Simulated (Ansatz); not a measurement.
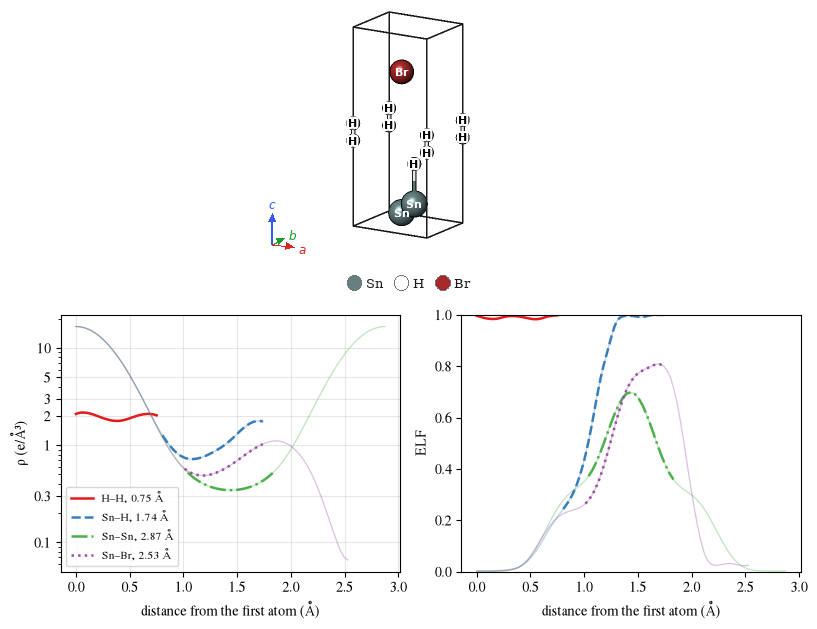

The picture shows: Sn$_{2}$H$_{3}$Br. Valence electron density and electron localisation function along straight lines between neighbouring atoms. Thin, pale parts lie inside the atomic spheres. The structure is drawn too.

Space group P3m1; a generated structure, not necessarily the stable one; changed on purpose from its base cell (volume × 0.91, shape and atoms relaxed).

Computed with Ansatz 0.2.0, DFT PBE, scalar-relativistic, plane waves, PAW.

The density is the valence pseudo-density of a PAW calculation; it isn't the true density close to the nuclei.

### Compare the contacts.

H–H (0.75 Å): the density is about 1.8 e/Å³ at the midpoint; the ELF peaks at about 1 between the atoms.
Sn–H (1.74 Å): ρ at the midpoint is about 1 e/Å³; the ELF climbs to about 1 towards the hydrogen.
Sn–Sn (2.87 Å): ρ at the midpoint is about 0.34 e/Å³; the ELF peaks at about 0.70 between the atoms.
Sn–Br (2.53 Å): the density is about 0.5 e/Å³ at the midpoint; the ELF is about 0.55 at the midpoint.
